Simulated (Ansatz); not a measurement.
## Debugging a many-body input for Si2MoN4 (MoSi2N4-type monolayer)

Aim: the G0W0 gap of Si2MoN4 (MoSi2N4-type monolayer). The first input has a fault.

Program: Ansatz 0.2.0. Level of theory: G0W0 on PBEsol, plane waves, PAW. Results are calculated unless marked as measured.

## 1. The starting structure

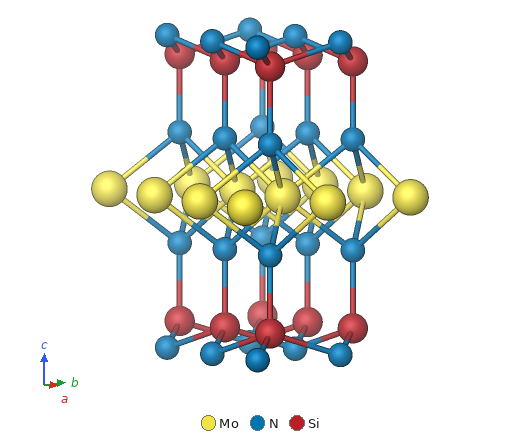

Start, viewed from the side, with the c axis up; molybdenum yellow, nitrogen blue, silicon red. 3×2×1 cells are drawn. Bonds to atoms that aren't drawn are left out. Some periodic images of atoms are drawn too.

The cell holds 7 atoms: 1 Mo, 4 N and 2 Si. Its edges and angles: a = 2.890 Å, b = 2.890 Å, c = 37.100 Å, α = 90.0°, β = 90.0°, γ = 120.0°. Vacuum lies along c.

Coordinates:

```cif
data_structure
_symmetry_space_group_name_H-M 'P 1'
_symmetry_Int_Tables_number 1
_cell_length_a 2.8899
_cell_length_b 2.8899
_cell_length_c 37.1000
_cell_angle_alpha 90.000
_cell_angle_beta 90.000
_cell_angle_gamma 120.000
_cell_volume 268.33
loop_
_atom_site_label
_atom_site_type_symbol
_atom_site_fract_x
_atom_site_fract_y
_atom_site_fract_z
_atom_site_occupancy
Mo1 Mo 0.00000 0.00000 0.50000 1
N2 N 0.33333 0.66667 0.53330 1
N3 N 0.33333 0.66667 0.46670 1
Si4 Si 0.33333 0.66667 0.58020 1
Si5 Si 0.33333 0.66667 0.41980 1
N6 N 0.66667 0.33333 0.59391 1
N7 N 0.66667 0.33333 0.40609 1
```

The structure was relaxed with PBEsol. The runs that relaxed it are not among those shown. The default PAW set here is soft_2. Its files were made with PBE. The Coulomb interaction is cut off across the vacuum.

## 2. First try

input.yaml reads:

```yaml
crystal:
  lattice:
    - [2.8898995582, 0.0, 0.0]
    - [-1.4449497791, 2.5027264318, 0.0]
    - [0.0, 0.0, 37.1]
  atoms:
    - { symbol: Mo, position: [0.0, 0.0, 0.5] }
    - { symbol: "N", position: [0.3333333333, 0.6666666667, 0.5332982287] }
    - { symbol: "N", position: [0.3333333333, 0.6666666667, 0.4667017713] }
    - { symbol: Si, position: [0.3333333333, 0.6666666667, 0.5802011075] }
    - { symbol: Si, position: [0.3333333333, 0.6666666667, 0.4197988925] }
    - { symbol: "N", position: [0.6666666667, 0.3333333333, 0.5939103712] }
    - { symbol: "N", position: [0.6666666667, 0.3333333333, 0.4060896288] }
  periodic: [true, true, false]
kpoints:
  mp_grid: { grid: [6, 6, 1] }
hamiltonian:
  xc: pbesol
scf:
  occupations: { method: fixed }
gw:
  n_empty_bands: 283
  ecut_chi: 60
  qp_bands: [v2, c2]
  qp_kpoints: band_edges
  screening: { model: contour_deformation }
  q_mesh: [7, 7, 2]
```

On the command line:

```bash
$ ansatz run input.yaml --threads 3 --pin off --max-ram 92160MiB --backend cpu --events-out ev --progress --plain --runs-dir out
```

Numbers of over 12 decimals in the logs are rounded to 6 here.

The log of the run:

```text
Error: 3 input errors — fix all and re-run
  1. invalid value for `gw.q_mesh`: axis 0: q-mesh dimension 7 must divide 6, the k-mesh dimension that kpoints.mp_grid.grid gives — every k−q must land on a point of the k-mesh
  2. invalid value for `gw.q_mesh`: axis 1: q-mesh dimension 7 must divide 6, the k-mesh dimension that kpoints.mp_grid.grid gives — every k−q must land on a point of the k-mesh
  3. invalid value for `gw.q_mesh`: axis 2: q-mesh dimension 2 must divide 1, the k-mesh dimension that kpoints.mp_grid.grid gives — every k−q must land on a point of the k-mesh
```

Run time: 0.05 s. Hardware: 3 threads of AMD EPYC 7R13 (Zen 3), shared host; peak memory 0.04 GiB.

**Diagnosis.**

The input was rejected at the start.

The program's message: “Error: 3 input errors — fix all and re-run”

The fault: q mesh that doesn't divide the k mesh. Each q must join two points of the k mesh.

## 3. A better input

Now the one-shot GW correction: screening in the RPA, then the self-energy of the levels asked for.

Changes to input.yaml since step 2:

```diff
@@ -21,4 +21,4 @@
 gw:
-  n_empty_bands: 283
-  ecut_chi: 60
+  n_empty_bands: 326
+  ecut_chi: 66.0
   qp_bands: [v2, c2]
@@ -26,2 +26 @@
   screening: { model: contour_deformation }
-  q_mesh: [7, 7, 2]
```

On the command line:

```bash
$ ansatz run input.yaml --threads 3 --pin off --max-ram 92160MiB --backend cuda --events-out ev --progress --plain --runs-dir out --devices 1 --max-vram 13GiB
```

The log of the run:

```text
GPUs: using 1 of 1 available (devices: 1).
[...]
device memory: the entry about to start is reckoned to put 2.5 GiB on a device that reports 45.6 GiB free (of which the cap on the GPU budget leaves the run 13.0 GiB)
GPU FFT provider: cuFFT
GPU libraries: cuBLAS 13.8.2, cuFFT 12.4.0, cuSOLVER 12.3.4
Crystal: 7 atoms, lattice volume = 268.330 Å³
Basis set: ecut = 420 eV, 5259 PW (Γ)
Bands: 28, of which v1, the nominal top of the filled ones, is band 21 counted from 1 (20 counted from 0)
Symmetry: 12 space group operations
[...]
k-points: 7 of 36 (time reversal used)
[...]
GPU buffer pool allocated for 100000 grid points (all kernels)
GPU transforms: local potential and band sums: pruned to the plane-wave sphere, on 20×20×250
[...]
SCF iter   1: F=—  HF=-7661.916976 eV  |F-HF|=—  |Δ(HF+E_count)|=         —  Δρ=6.81e-3  dr2=1.10e-1  ethr=1.77e-3  ⟨swp⟩=7.4  Hψ=1270  notcnv=0  defer=35
[...]
1    20     -7.6126   -21.5269     3.5087   -17.7754  0.7545    -7.8564    -7.8554  root
     1    21     -6.0074   -20.8386     1.5024   -19.4856  0.7527    -5.8584    -5.8581  root
     1    22     -2.7198   -14.5583    -3.8589   -19.4838  0.7581    -1.6232    -1.6532  root
     1    23     -2.6418   -15.4005    -3.9744   -20.5064  0.7499    -1.4746    -1.5102  root
[...]
3    20     -7.3555   -21.3994     3.5741   -17.4010  0.7554    -7.7836    -7.7798  root *
     3    21     -6.4587   -20.0462     1.6365   -18.4361  0.7583    -6.4324    -6.4323  root *
     3    22     -3.0812    -8.5687    -4.2071   -13.7371  0.7945    -2.0993    -2.1199  root *
     3    23     -2.5814    -9.1843    -4.2944   -14.5204  0.7861    -1.5116    -1.5397  root *
[...]
6    20     -7.6671   -20.9750     3.2878   -17.2081  0.7545    -8.1519    -8.1463  root
     6    21     -5.7563   -20.8837     1.1157   -20.0126  0.7581    -5.5125    -5.5117  root
     6    22     -3.6591   -17.1254    -3.3289   -21.5385  0.7531    -2.5475    -2.5749  root
     6    23     -1.2558   -15.9546    -5.1280   -22.2124  0.7286    -0.0719    -0.1260  root
[key lines of the parts left out:]
SCF converged after 8 iterations
Free energy (F): -7661.894038 eV
Fermi energy:    -5.386770 eV
```

The job ended after 14 s (1 × NVIDIA H100 80GB HBM3 (shared by 6 runs) with 3 threads; peak memory 1.5 GiB; 21 s of CPU time).

Reading the cycles: dr2 is the Hartree energy of the density residual (eV), the measure of convergence; HF is the Harris–Foulkes estimate of the energy, which meets the free energy F at convergence.

Numbers from this step:

```yaml
bands_summed: 347
plane_waves_in_the_screening_matrix: 283
q_points_in_the_mesh: 36
g0w0_gap_on_the_mesh: 2.617 eV
k_of_the_valence_top: 0, 0, 0
k_of_the_conduction_bottom: 0.3333, 0.3333, 0
starting_gap_on_the_mesh: 1.728 eV
z_at_the_valence_top: 0.7576
z_at_the_conduction_bottom: 0.7531
least_direct_g0w0_gap_on_the_computed_points: 2.937 eV
```

The gap on the mesh goes from 1.73 eV to 2.62 eV, a correction of +0.89 eV. Between the two edge states, bare exchange in place of the xc potential would open the gap by 5.42 eV, and correlation takes back 4.53 eV.

## 4. What came out

| Item | Value |
| --- | --- |
| first try | refused after 0.05 s |
| better run | G0W0 gap on the mesh 2.62 eV (6×6×1 mesh, 326 empty bands, screening to 66 eV) |

The second run differs in: empty bands, screening cutoff (eV) and q mesh. Bands and cutoff are finite, so the gap is not at the basis limit. The miss can reach some tenths of an eV and take either sign; the mesh is an error of its own. The mesh in the plane is coarse for a sheet; gap and any exciton binding can still move on denser ones. The many-body steps are scalar-relativistic: spin-orbit coupling is not in them.

[Paths, hosts, dates, memory and timing lines, banners, echoed tables and standing remarks are left out of the program output.]

[Logs are printed without paths, hosts, clocks, repeated set-up lines and the standing remarks that a program may print on its own settings, such as how far it seeks lower states.]

[Runs of the session that timed out or met a known fault of the program may be left out.]

[Cells called generated may have been cut or substituted from an entry of the Crystallography Open Database or the Materials Project.]

[Hosts, paths, dates, database ids (printed as entryN), source tags and the programs' standing remarks are cut or masked in the printed files.]
